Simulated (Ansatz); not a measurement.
CH₄BClSi (SMILES ClB1C[SiH2]1)

The calculation's input:

```
crystal:
  periodic: [false, false, false]
  atoms:
    - {symbol: Cl, position_ang: [-2.599800, 0.943767, 0.066621]}
    - {symbol: B, position_ang: [-0.975875, 0.446348, -0.240634]}
    - {symbol: C, position_ang: [0.372013, 0.766173, 0.366250]}
    - {symbol: Si, position_ang: [0.241811, -1.043001, -0.370238]}
    - {symbol: H, position_ang: [1.149032, 1.103601, -0.326701]}
    - {symbol: H, position_ang: [0.514411, 1.181482, 1.361411]}
    - {symbol: H, position_ang: [1.293466, -1.208976, -1.398157]}
    - {symbol: H, position_ang: [0.097139, -2.246392, 0.485849]}
basis:
  gaussian: {orbitals: def2-TZVPP}
hamiltonian: {xc: pbe0, dispersion: d4}
output: {orbitals: {seedname: orbitals}}
```

Launched as:

```sh
ansatz run in.yaml --threads 2 --pin off --events-out ev --progress --plain --max-ram 4352MiB
```

Geometry: PBE0-D4/def2-TZVP.

Method: Ansatz, RKS PBE0-D4/def2-TZVPP.

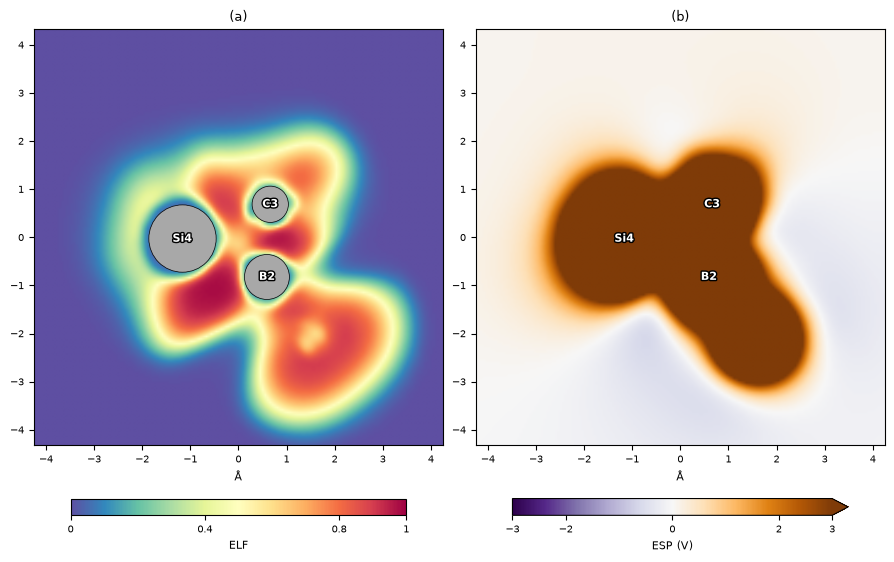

Figure 1. (a) ELF; (b) molecular electrostatic potential on the plane of atoms C3, B2 and Si4. Grey discs cover the atomic cores in the ELF map.

> What do the fields say about this system?

- The section cuts through B, C and Si sites.
- C–B (1.51 Å): the ELF peaks at about 0.95 between the atoms, as expected for a covalent bond.
- Si–B (1.93 Å): the ELF peaks at about 0.85 between the atoms, as expected for a covalent bond.
- C–Si (1.96 Å): the ELF peaks at about 0.85 between the atoms: a covalent bond.
- The ELF also peaks beside Cl1, away from the bonds: lone-pair regions.
- Outside the dense part of the molecule the potential is most negative (−0.6 V) near Cl1, which lies off the plane.

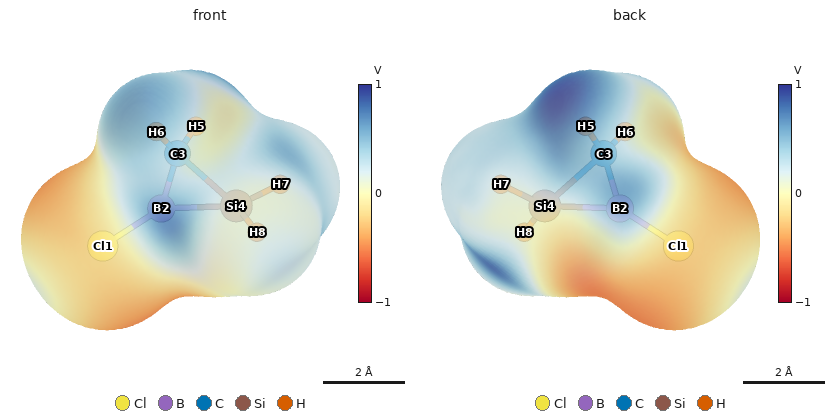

Figure 2. The electrostatic potential painted on the density surface at 0.001 e/bohr³, seen from the front and from behind; red is negative and blue positive.

> Where is the surface potential most negative and most positive?

The most negative region (about −0.5 V) lies over Cl1, the most positive (about +0.9 V) over H5.

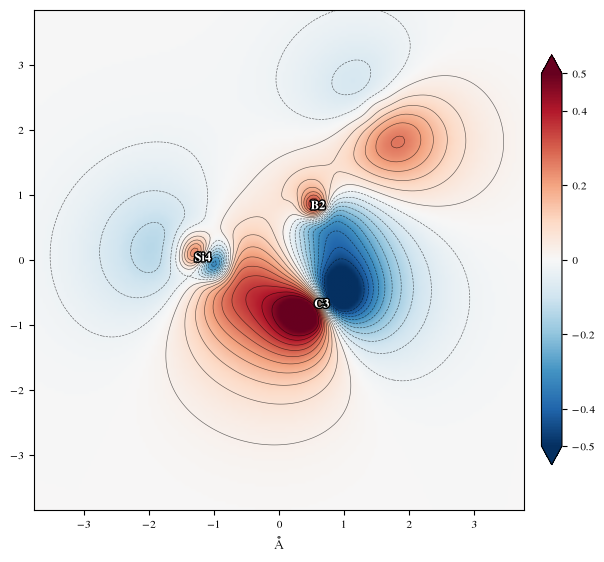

Figure 3. The HOMO−1 on the plane of atoms B2, C3 and Si4 (values in Å⁻³ᐟ²; the overall sign is arbitrary).

> Describe this orbital and give its energy.

It lies mainly on C3 (about 40 %), Cl1 (about 20 %), Si4 (about 20 %) and B2 (about 15 %). Its energy is −8.02 eV.

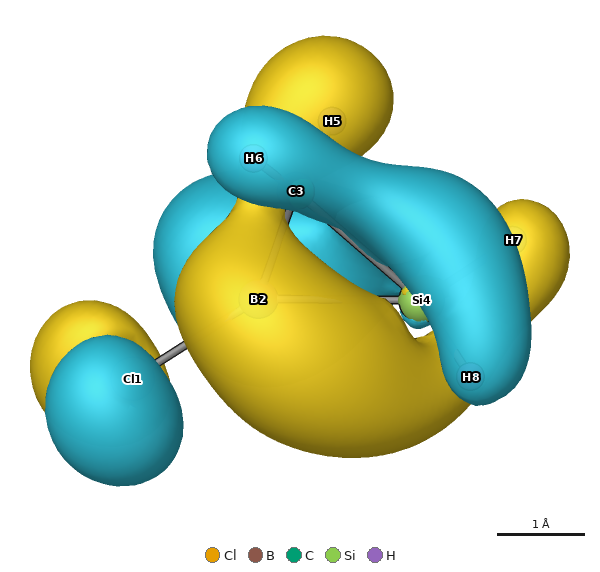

Figure 4. One frontier orbital at ±0.08 Å⁻³ᐟ² (yellow and cyan are the two phases), seen across its widest extent.

> Which orbital is it: HOMO or LUMO?

The LUMO, at −1.78 eV. By Hirshfeld shares it lies mainly on B2 (about 40 %), Si4 (about 20 %), Cl1 (about 15 %) and C3 (about 10 %).
